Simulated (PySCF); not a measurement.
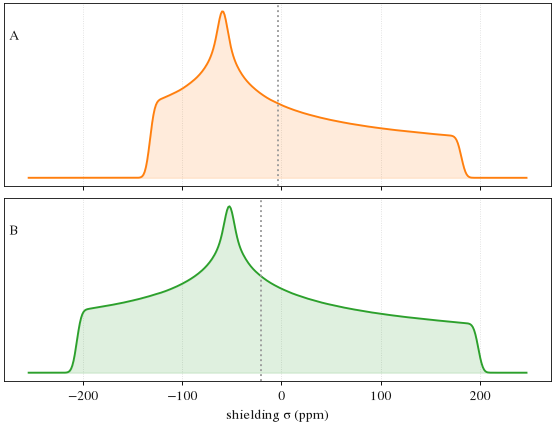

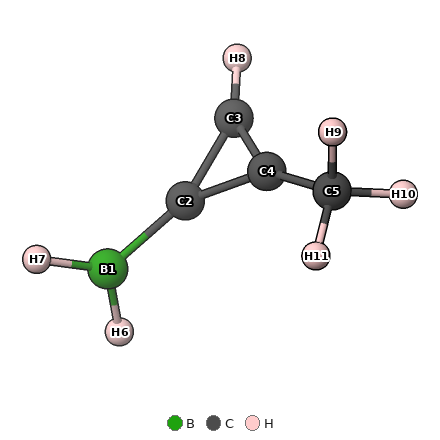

Static powder patterns (¹³C) from GIAO shielding tensors of C₄H₆B⁺, SMILES Bc1c[c+]1C, PBE0/pcSseg-1, PySCF 2.14.0, at a GFN2-xTB geometry (no frequency check); absolute shielding, one fixed geometry of the isolated molecule without any motion, no dipolar terms. The dotted line is the isotropic value; skew is 3(σiso − σ22)/span.

Question: The panels belong to C2 and C4. Which is which?

Answer: panel A: C4, σ11, σ22, σ33 = −132, −59, 181 ppm, isotropic −3, span 314 ppm, skew 0.53; panel B: C2, σ11, σ22, σ33 = −206, −52, 199 ppm, isotropic −20, span 405 ppm, skew 0.24.

Known limits of this run: the tight-binding geometry is rougher than a DFT one and adds to the error.
